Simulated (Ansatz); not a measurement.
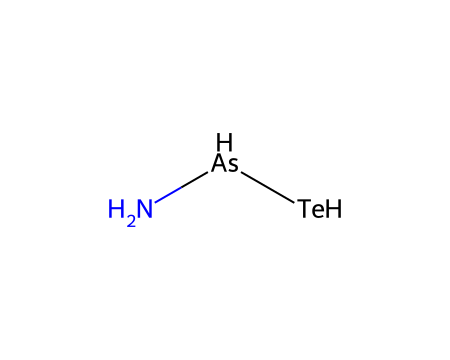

A structural formula.

**Transcribe the drawing into SMILES.**

N[AsH][TeH]

**What is the molecular formula?**

AsH4NTe.

**An optimisation with PBE0-D4/def2-TZVP gave a structure of which point group?**

C1.

More results for the same structure follow; atom numbers are the same in all pictures, views and colours differ. Computed geometry: PBE0-D4/def2-TZVP optimisation.

## Levels of theory compared

Program: Ansatz 0.2.0.

At this fixed geometry, give HOMO energy (eV), dipole (D) at these levels: B3LYP-D4/def2-TZVPP; PBE-D4/def2-TZVPP; r2SCAN-D4/def2-TZVPP; ωB97M-V/def2-TZVPP.

```
               level  HOMO energy (eV)  dipole (D)
 B3LYP-D4/def2-TZVPP             −6.14        1.08
   PBE-D4/def2-TZVPP             −5.31        1.21
r2SCAN-D4/def2-TZVPP             −5.57        1.25
  ωB97M-V/def2-TZVPP             −8.44        1.08
```

## Vibrations

Harmonic vibrations computed with RKS PBE0-D4/def2-TZVP, core potentials on Te (Ansatz 0.2.0) at a stationary point of the same level.

**List the wavenumbers.**

15 modes: 154, 184, 217, 285, 520, 595, 655, 722, 803, 1014, 1590, 2141, 2223, 3545, 3645 cm⁻¹.

## Charges

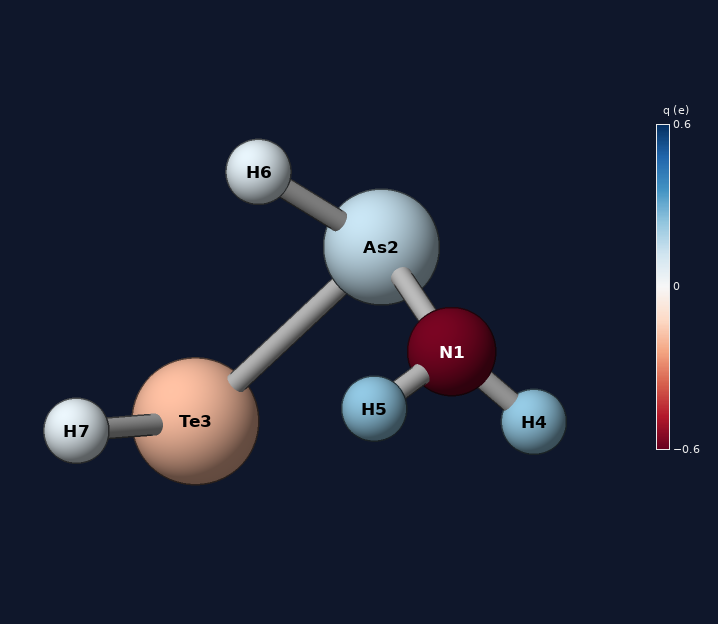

Atoms are coloured by their Mulliken charges. Method: RKS PBE0-D4/def2-TZVP, core potentials on Te (Ansatz 0.2.0).

Give the Mulliken charges atom by atom.

```json
{"atom": "N1", "value (e)": "−0.58"}
{"atom": "As2", "value (e)": "0.15"}
{"atom": "Te3", "value (e)": "−0.19"}
{"atom": "H4", "value (e)": "0.24"}
{"atom": "H5", "value (e)": "0.25"}
{"atom": "H6", "value (e)": "0.07"}
{"atom": "H7", "value (e)": "0.06"}
```

Mulliken values depend strongly on the basis set and can even reverse the polarity of a bond.
